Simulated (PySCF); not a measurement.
## Two runs on C2H7AlF2O

System: C2H7AlF2O, SMILES FC[O+]([AlH3-])CF.
Method of run A: GIAO PBE0/pcSseg-1 NMR shielding, non-relativistic, gas phase (PySCF 2.14.0).

The geometry comes from this level: GFN2-xTB, coordinate held. Text and figures count atoms from 1; the logs count them from 0 in places.

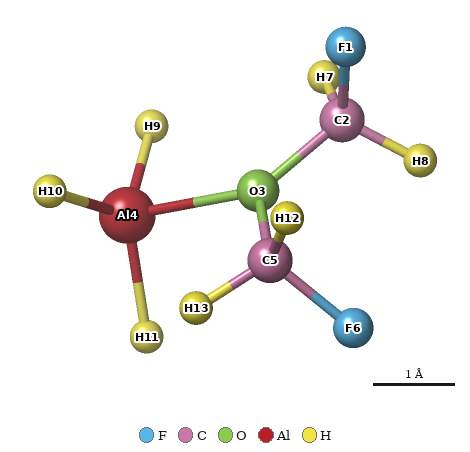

Fig. 1: The structure as given in the input (ball-and-stick view, seen at a tilt; atoms are numbered from 1 in the order of the input). Sticks mark near contacts. Bond lengths as drawn: Al–H 1.57 to 1.58 Å, Al–O 1.91 Å, C–F 1.36 Å, C–H 1.09 to 1.10 Å and C–O 1.39 Å.

Input, run A:
```
{"job": {"kind": "nmr", "xc": "PBE0", "basis": "pcSseg-1", "every": 1, "pop": false}, "charge": 0, "multiplicity": 1}
F      1.605902     1.710544    -0.167279
C      0.939455     0.775483    -0.895587
O      0.071039     0.079923    -0.065957
Al    -1.839820    -0.008461    -0.012470
C      0.659981    -0.750268     0.876773
F      1.317254    -1.755018     0.245289
H      0.325010     1.291736    -1.640183
H      1.691840     0.118637    -1.352227
H     -2.022583     0.985443    -1.218963
H     -1.989219     0.495980     1.476429
H     -1.986418    -1.554494    -0.248586
H      1.388828    -0.218296     1.502346
H     -0.155628    -1.185537     1.466034
```

The first line tells a small driver script what to run in PySCF; the rest is the geometry in Å.

Command:
```bash
OMP_NUM_THREADS=1 python <driver script> task.json out
```

Hardware: 1 CPU thread, shared host.

Output (run A):
```
coarse grid: 11400 points
cycle   1  E = -597.0518628012  dE =  6.705e-01  |g| = 7.428e-01  |ddm| = 2.927e+00
cycle   2  E = -596.9916026573  dE =  6.026e-02  |g| = 1.001e+00  |ddm| = 8.498e-01
cycle   3  E = -597.1454116378  dE = -1.538e-01  |g| = 6.285e-02  |ddm| = 4.821e-01
cycle   4  E = -597.1458527192  dE = -4.411e-04  |g| = 3.400e-02  |ddm| = 4.990e-02
cycle   5  E = -597.1460249580  dE = -1.722e-04  |g| = 8.665e-03  |ddm| = 2.097e-02
cycle   6  E = -597.1460366830  dE = -1.172e-05  |g| = 2.075e-03  |ddm| = 5.692e-03
cycle   7  E = -597.1460375978  dE = -9.148e-07  |g| = 2.345e-04  |ddm| = 1.599e-03
final grid: 106328 points
cycle   8  E = -597.2039704011  dE = -3.296e-05  |g| = 9.713e-03  |ddm| = 1.637e-02
cycle   9  E = -597.2039588951  dE =  1.151e-05  |g| = 1.297e-02  |ddm| = 1.014e-02
cycle  10  E = -597.2039863187  dE = -2.742e-05  |g| = 8.210e-04  |ddm| = 5.937e-03
cycle  11  E = -597.2039864539  dE = -1.353e-07  |g| = 2.725e-04  |ddm| = 7.644e-04
cycle  12  E = -597.2039864652  dE = -1.123e-08  |g| = 1.060e-04  |ddm| = 1.801e-04
cycle  13  E = -597.2039864667  dE = -1.509e-09  |g| = 1.536e-05  |ddm| = 5.387e-05
cycle  14  E = -597.2039864667  dE = -4.104e-11  |g| = 2.341e-06  |ddm| = 1.370e-05
converged SCF energy = -597.2039864667

GIAO shielding tensors (ppm)
atom      isotropic    diamagn.    paramagn.     s11        s22        s33       span
  0 F      362.632     471.960    -109.329    248.718    369.355    469.823    221.105
  1 C       86.151     239.428    -153.276     61.896     79.912    116.646     54.750
  2 O      230.324     402.060    -171.736    193.520    218.505    278.947     85.427
  3 Al     400.642     795.596    -394.954    376.245    397.791    427.890     51.644
  4 C       86.185     241.212    -155.027     62.960     79.481    116.115     53.155
  5 F      366.474     472.146    -105.672    254.752    374.450    470.221    215.468
  6 H       25.372      28.312      -2.941     20.906     26.122     29.087      8.182
  7 H       25.623      27.916      -2.292     21.533     26.315     29.021      7.488
  8 H       27.433      30.389      -2.956     24.012     26.912     31.375      7.363
  9 H       27.273      29.998      -2.726     23.980     26.321     31.517      7.536
 10 H       27.221      30.009      -2.787     23.713     26.637     31.313      7.600
 11 H       25.637      28.302      -2.666     21.855     25.969     29.086      7.231
 12 H       25.325      28.732      -3.406     20.743     26.637     28.596      7.853
```

The input of run B differs as follows (lines with − go, lines with + come):
```diff
-F      1.605902     1.710544    -0.167279
-C      0.939455     0.775483    -0.895587
-O      0.071039     0.079923    -0.065957
-Al    -1.839820    -0.008461    -0.012470
-C      0.659981    -0.750268     0.876773
-F      1.317254    -1.755018     0.245289
-H      0.325010     1.291736    -1.640183
-H      1.691840     0.118637    -1.352227
-H     -2.022583     0.985443    -1.218963
-H     -1.989219     0.495980     1.476429
-H     -1.986418    -1.554494    -0.248586
-H      1.388828    -0.218296     1.502346
-H     -0.155628    -1.185537     1.466034
+F      1.579042     1.713856    -0.144938
+C      0.938541     0.781375    -0.898705
+O      0.073031     0.052655    -0.094327
+Al    -1.836759    -0.005143    -0.002857
+C      0.663975    -0.754032     0.867118
+F      1.345862    -1.756207     0.257197
+H      0.322371     1.301091    -1.640027
+H      1.707736     0.145136    -1.357873
+H     -2.024798     0.983611    -1.212228
+H     -1.968812     0.506891     1.484130
+H     -1.993517    -1.552646    -0.227028
+H      1.376395    -0.201367     1.493277
+H     -0.151799    -1.193945     1.453303
```

What does this change do to the results?

With the same method and basis, run B lies 0.01 kcal/mol lower. Of all shieldings, the largest change is that of F6, by −0.6 ppm. The number of SCF iterations is the same.

Output (run B):
```
coarse grid: 11400 points
cycle   1  E = -597.0518048502  dE =  6.706e-01  |g| = 7.429e-01  |ddm| = 2.927e+00
cycle   2  E = -596.9915437755  dE =  6.026e-02  |g| = 1.001e+00  |ddm| = 8.498e-01
cycle   3  E = -597.1453876788  dE = -1.538e-01  |g| = 6.288e-02  |ddm| = 4.823e-01
cycle   4  E = -597.1458293224  dE = -4.416e-04  |g| = 3.401e-02  |ddm| = 5.001e-02
cycle   5  E = -597.1460016933  dE = -1.724e-04  |g| = 8.671e-03  |ddm| = 2.099e-02
cycle   6  E = -597.1460134314  dE = -1.174e-05  |g| = 2.078e-03  |ddm| = 5.698e-03
cycle   7  E = -597.1460143483  dE = -9.169e-07  |g| = 2.349e-04  |ddm| = 1.601e-03
final grid: 106328 points
cycle   8  E = -597.2039916493  dE = -3.316e-05  |g| = 9.722e-03  |ddm| = 1.647e-02
cycle   9  E = -597.2039801155  dE =  1.153e-05  |g| = 1.299e-02  |ddm| = 1.016e-02
cycle  10  E = -597.2040075979  dE = -2.748e-05  |g| = 8.206e-04  |ddm| = 5.943e-03
cycle  11  E = -597.2040077328  dE = -1.350e-07  |g| = 2.744e-04  |ddm| = 7.656e-04
cycle  12  E = -597.2040077443  dE = -1.142e-08  |g| = 1.061e-04  |ddm| = 1.814e-04
cycle  13  E = -597.2040077458  dE = -1.510e-09  |g| = 1.541e-05  |ddm| = 5.410e-05
cycle  14  E = -597.2040077458  dE = -4.195e-11  |g| = 2.340e-06  |ddm| = 1.371e-05
converged SCF energy = -597.2040077458

GIAO shielding tensors (ppm)
atom      isotropic    diamagn.    paramagn.     s11        s22        s33       span
  0 F      362.946     472.064    -109.118    249.486    369.576    469.778    220.293
  1 C       86.045     239.379    -153.334     62.030     79.968    116.137     54.107
  2 O      230.327     402.086    -171.759    192.975    219.835    278.170     85.195
  3 Al     400.916     795.611    -394.695    376.374    398.429    427.944     51.570
  4 C       86.292     241.289    -154.997     62.605     79.374    116.896     54.291
  5 F      365.868     472.057    -106.188    254.753    373.479    469.373    214.620
  6 H       25.355      28.283      -2.928     20.938     26.049     29.079      8.141
  7 H       25.624      27.849      -2.225     21.523     26.214     29.135      7.612
  8 H       27.443      30.401      -2.958     24.027     26.906     31.396      7.369
  9 H       27.294      30.004      -2.710     24.013     26.342     31.527      7.514
 10 H       27.216      30.022      -2.806     23.700     26.620     31.327      7.627
 11 H       25.625      28.362      -2.738     21.858     26.053     28.963      7.105
 12 H       25.317      28.741      -3.425     20.666     26.701     28.583      7.917
```

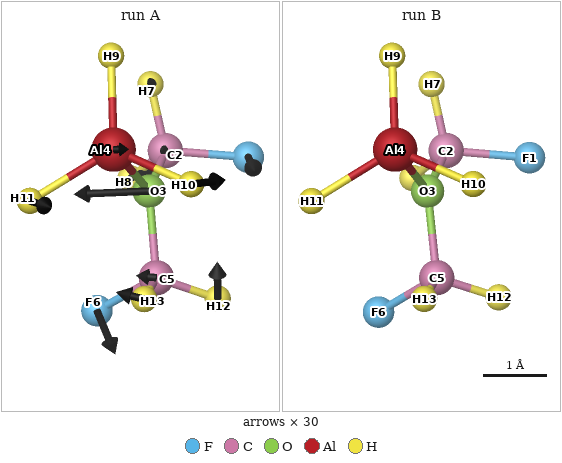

Fig. 2: The two input geometries at one scale (ball-and-stick view, seen at an oblique angle). The black arrows on the first give the shifts of the atoms after the best rigid fit, magnified 30 times. The atom that moves furthest after the best rigid fit is O3 (0.042 Å). By element the largest moves are O 0.042 Å, F 0.032 Å, H 0.024 Å, C 0.011 Å, Al 0.008 Å.

The two runs side by side:

| quantity | run A | run B |
| --- | --- | --- |
| outcome | converged | converged |
| total energy (hartree) | −597.203986 | −597.204008 |
| HOMO (eV) | −7.76 | −7.76 |
| LUMO (eV) | 0.23 | 0.23 |
| dipole moment (D) | 3.02 | 3.03 |
| shielding of F1 (ppm) | 362.6 | 362.9 |
| shielding of C2 (ppm) | 86.2 | 86.0 |
| shielding of Al4 (ppm) | 400.6 | 400.9 |
| shielding of C5 (ppm) | 86.2 | 86.3 |
| shielding of F6 (ppm) | 366.5 | 365.9 |
| shielding of H7 (ppm) | 25.4 | 25.4 |
| shielding of H10 (ppm) | 27.3 | 27.3 |
| SCF iterations | 14 | 14 |
| basis functions | 144 | 144 |
| wall time (shared host) | 12 s | 12 s |
